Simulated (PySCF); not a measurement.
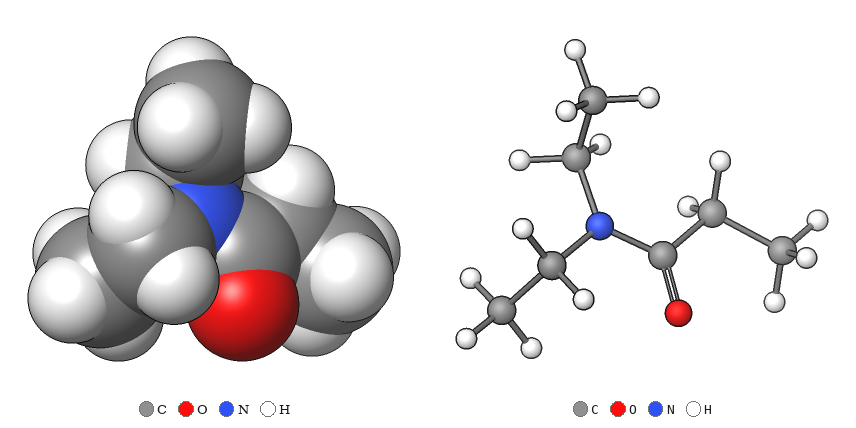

Two views of one molecule.

Computed geometry: GFN2-xTB optimisation. No frequency run is at hand to confirm it as a minimum.

Question: Give the formula.

Answer: C₇H₁₅NO, 24 atoms: 7 carbon, 15 hydrogen, 1 nitrogen and 1 oxygen.

Question: Write the SMILES.

Answer: CCC(=O)N(CC)CC

Question: Count the bonded pairs by element.

Answer: 15 C–H, 4 C–C, 3 C–N, 1 C–O.

Question: Does it have rings?

Answer: It has no ring.

Question: Name some functional groups or characteristic bonds that it holds.

Answer: Among them: amide.

More results for the same structure follow; atom numbers are the same in all pictures, views and colours differ.

Charges

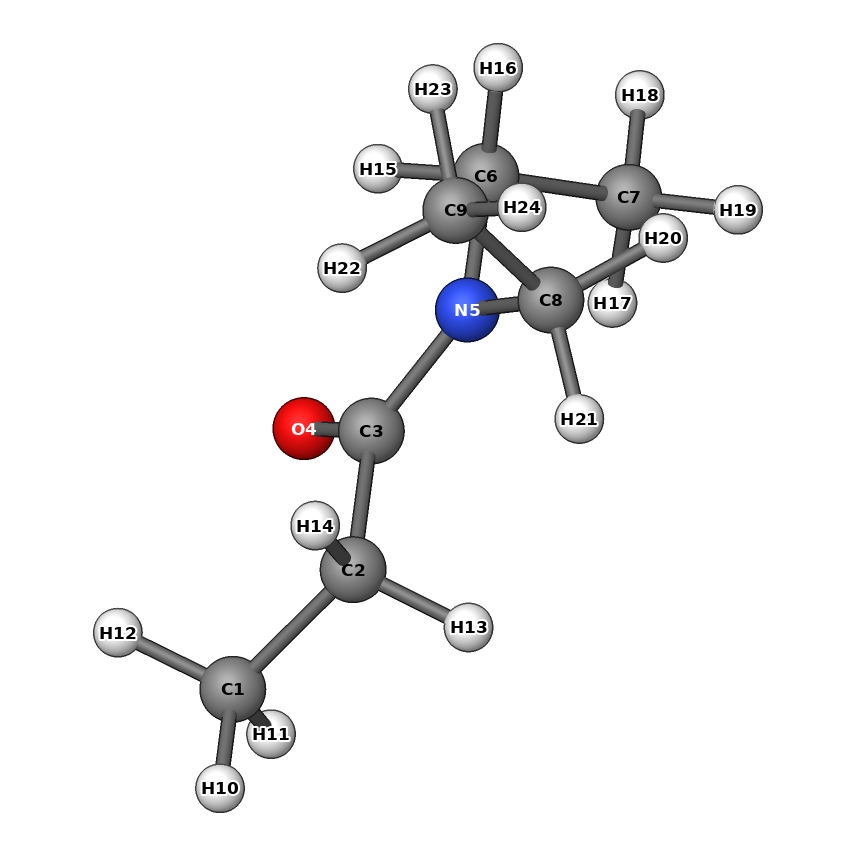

The questions are on ESP-fitted charges. No frequency run is at hand to confirm it as a minimum. Properties computed with PBE0/pcSseg-1, gas phase (PySCF 2.14.0).

Question: Which atom carries the highest charge (most positive or least negative)?

Answer: C3 (0.73 e).

Question: And the lowest?

Answer: O4 (−0.56 e).

Give the ESP-fitted charges atom by atom.

```json
{"atom": "C1", "value (e)": "−0.46"}
{"atom": "C2", "value (e)": "−0.10"}
{"atom": "C3", "value (e)": "0.73"}
{"atom": "O4", "value (e)": "−0.56"}
{"atom": "N5", "value (e)": "−0.55"}
{"atom": "C6", "value (e)": "0.12"}
{"atom": "C7", "value (e)": "−0.34"}
{"atom": "C8", "value (e)": "0.20"}
{"atom": "C9", "value (e)": "−0.41"}
{"atom": "H10", "value (e)": "0.12"}
{"atom": "H11", "value (e)": "0.13"}
{"atom": "H12", "value (e)": "0.12"}
{"atom": "H13", "value (e)": "0.08"}
{"atom": "H14", "value (e)": "0.09"}
{"atom": "H15", "value (e)": "0.07"}
{"atom": "H16", "value (e)": "0.07"}
{"atom": "H17", "value (e)": "0.12"}
{"atom": "H18", "value (e)": "0.10"}
{"atom": "H19", "value (e)": "0.08"}
{"atom": "H20", "value (e)": "0.08"}
{"atom": "H21", "value (e)": "−0.01"}
{"atom": "H22", "value (e)": "0.11"}
{"atom": "H23", "value (e)": "0.12"}
{"atom": "H24", "value (e)": "0.11"}
```

Electronic properties

No frequency run is at hand to confirm it as a minimum. Method: PBE0/pcSseg-1, gas phase (PySCF 2.14.0).

Question: Give the HOMO–LUMO gap at this level.

Answer: 7.77 eV.

Question: Give the dipole moment at this level.

Answer: 3.74 D.

Question: Estimate the HOMO energy (Kohn–Sham orbital).

Answer: −6.78 eV.

NMR shielding

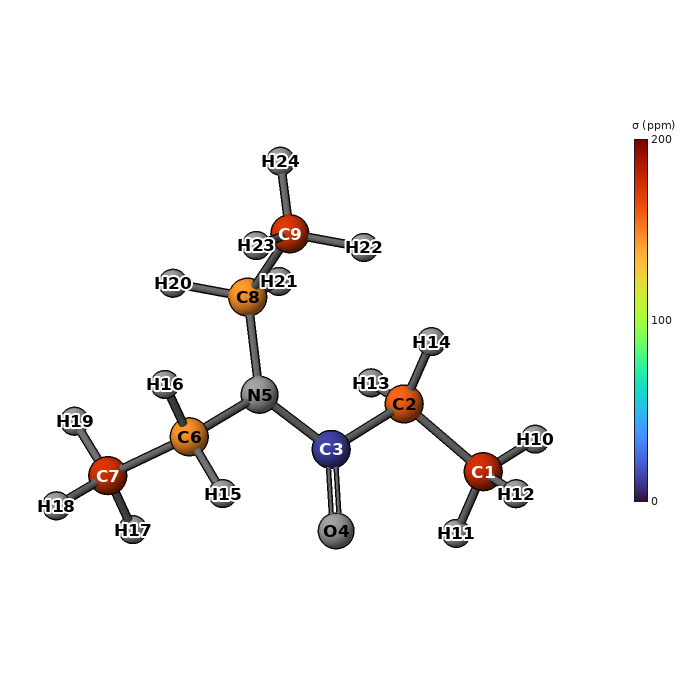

Atoms are coloured by their isotropic NMR shieldings (C only, the others grey). No frequency run is at hand to confirm it as a minimum. Method: GIAO PBE0/pcSseg-1 NMR shielding, non-relativistic, gas phase (PySCF 2.14.0).

Question: Which C atom is the most shielded (lowest chemical shift)?

Answer: C1 (175.7 ppm).

Question: Which C atom is the least shielded (highest chemical shift)?

Answer: C3 (13.5 ppm).

Question: How wide is the range of C shifts?

Answer: 162.2 ppm.

Give the isotropic NMR shieldings of the C atoms atom by atom.

```json
{"atom": "C1", "σ (ppm)": "175.7"}
{"atom": "C2", "σ (ppm)": "157.7"}
{"atom": "C3", "σ (ppm)": "13.5"}
{"atom": "C6", "σ (ppm)": "145.1"}
{"atom": "C7", "σ (ppm)": "173.0"}
{"atom": "C8", "σ (ppm)": "143.9"}
{"atom": "C9", "σ (ppm)": "171.6"}
```

Quadrupole coupling

No frequency run is at hand to confirm it as a minimum. Electric field gradients from the ground-state density, PBE0/pcSseg-1 (PySCF 2.14.0), non-relativistic apart from any core potentials.

Give the largest field-gradient component, the quadrupole coupling constant and the asymmetry for 17O at O4 (Q = −25.6 mb), 14N at N5 (Q = 20.44 mb).

```json
{"atom": "O4", "V_zz (a.u.)": "−1.594", "e²qQ/h (MHz)": "9.59", "η": "0.04"}
{"atom": "N5", "V_zz (a.u.)": "−1.017", "e²qQ/h (MHz)": "−4.89", "η": "0.09"}
```
